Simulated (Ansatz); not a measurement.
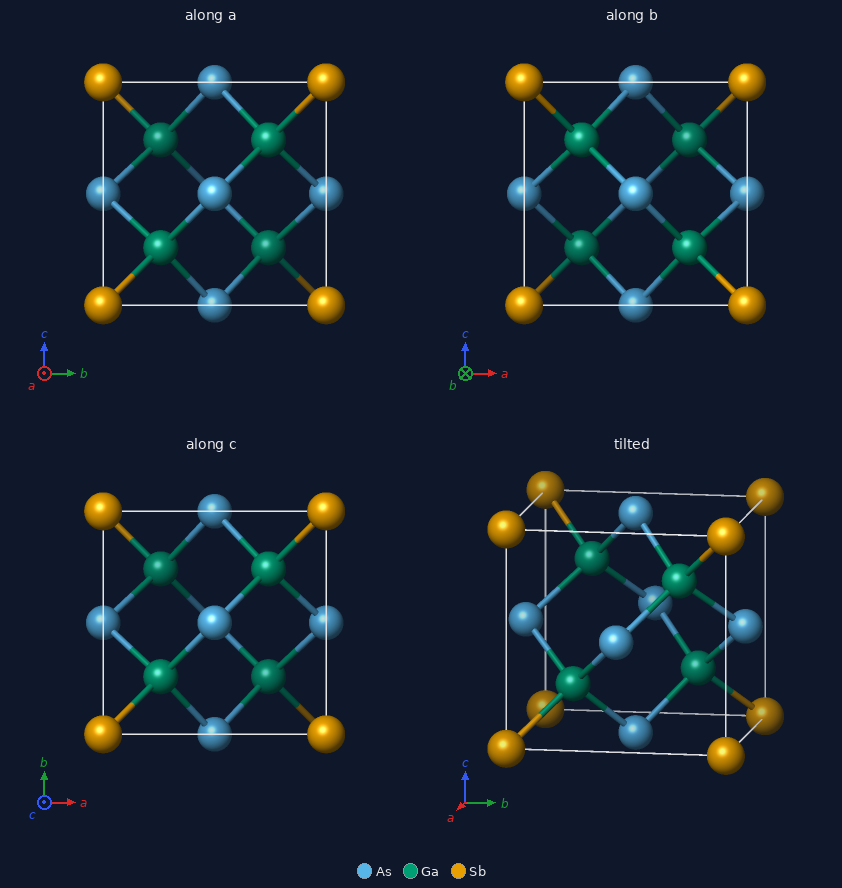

View along the a axis, along the b axis, along the c axis and slightly off an axis, drawn as a ball-and-stick model. The edges of the conventional unit cell are marked.

Lattice parameters: a = 5.7874 Å, b = 5.7874 Å, c = 5.7874 Å, α = 90.000°, β = 90.000°, γ = 90.000°.

Give the structure in the form of a CIF in P1 with every atom of the cell, with free fractional coordinates to two decimals.

```cif
data_structure
_symmetry_space_group_name_H-M 'P 1'
_symmetry_Int_Tables_number 1
_cell_length_a 5.7874
_cell_length_b 5.7874
_cell_length_c 5.7874
_cell_angle_alpha 90.000
_cell_angle_beta 90.000
_cell_angle_gamma 90.000
_cell_volume 193.84
loop_
_atom_site_label
_atom_site_type_symbol
_atom_site_fract_x
_atom_site_fract_y
_atom_site_fract_z
_atom_site_occupancy
As1 As 0.00 0.50 0.50 1
Ga1 Ga 0.74 0.26 0.26 1
As2 As 0.50 0.00 0.50 1
Ga2 Ga 0.26 0.74 0.26 1
As3 As 0.50 0.50 0.00 1
Ga3 Ga 0.26 0.26 0.74 1
Sb1 Sb 0.00 0.00 0.00 1
Ga4 Ga 0.74 0.74 0.74 1
```

The structure was taken from a structure type filled with these elements by a generator (whether the compound takes this form wasn't checked). Earlier steps of the study may have refined or changed the cell and positions. It went into a calculation with Ansatz.
